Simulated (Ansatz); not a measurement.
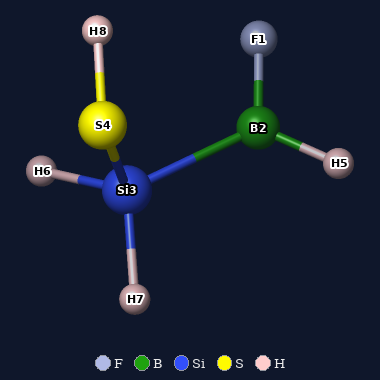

The system is BFH4SSi, SMILES FB[SiH2]S; the picture shows the reference structure. 
- The first coordinate is: dihedral B2–Si3–S4–H8; the second: dihedral F1–B2–Si3–S4.
- Nothing is relaxed (all other coordinates rigid).
- The scan uses an 18 × 18 grid.
- Points are written as (first, second).
- Energies: meV, counted from the relaxed molecule at the same level.
- Level of theory: RKS PBE0-D4/def2-SVP (Ansatz).

Its coordinates:

```csv
atom,x (Å),y (Å),z (Å)
F,-1.7305,-1.2542,0.5514
B,-0.7927,-0.4431,1.0137
Si,0.1773,0.7990,-0.2617
S,1.7573,-0.4841,-1.0136
H,-0.4829,-0.5714,2.1803
H,-0.6510,1.3645,-1.3719
H,0.9025,1.9036,0.4308
H,0.9122,-1.3714,-1.5849
```

Range: dihedral B2–Si3–S4–H8 from −180 to 160°; dihedral F1–B2–Si3–S4 from −180 to 160°.

### What will the energy surface look like?

The lowest grid point is at (60°, −80°), 0.8 meV from the relaxed molecule at the same level. Higher local minima lie near (60°, 120°) (28 meV above the lowest at that grid point); (−80°, −100°) (48 meV above the lowest at that grid point); (−180°, −140°) (58 meV above the lowest at that grid point). The highest grid point, (120°, −20°), lies 172 meV above the lowest. On the interpolated surface the easiest way out of the lowest well to the well at about (−180°, −130°) passes a barrier of about 82 meV. Round the minimum the valley is somewhat tilted: raising dihedral B2–Si3–S4–H8 shifts the best value of dihedral F1–B2–Si3–S4 downwards (coupling k₁₂/√(k₁₁k₂₂) about 0.3).

```tsv
dihedral F1–B2–Si3–S4 ↓, dihedral B2–Si3–S4–H8 →	−180	−140	−100	−60	−20	20	60	100	140
160	73	92	147	155	144	87	73	144	146
120	84	78	98	115	146	80	29	95	133
80	101	112	110	93	138	124	64	100	127
40	91	131	156	114	111	131	113	146	134
0	76	111	168	150	114	80	93	160	146
−40	89	89	133	150	152	67	40	129	159
−80	83	66	68	76	118	73	1	61	117
−120	60	77	78	53	76	77	30	59	81
−160	65	107	149	126	115	97	88	130	116
```

The table holds every second grid line.

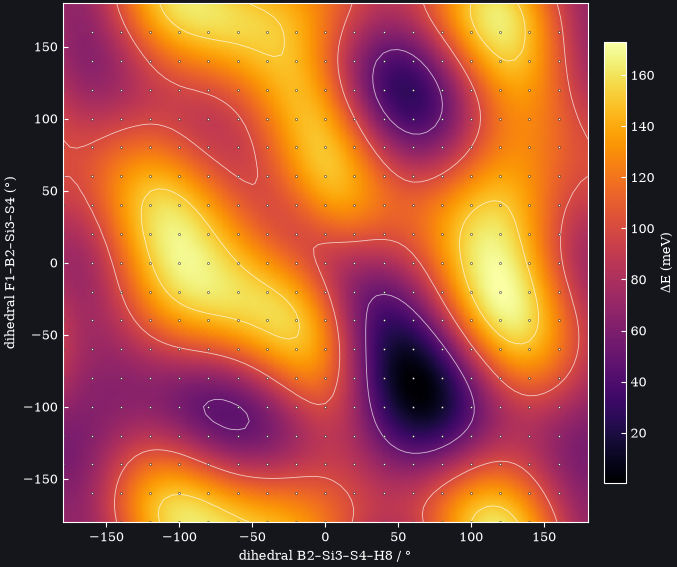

In the figure: a smooth colour map with a few white contour lines, dots at the grid points. Between grid points the surface is interpolated.

Time for the 324 points that were run: 14 min on 1 thread of Arm Neoverse V2 (shared host).
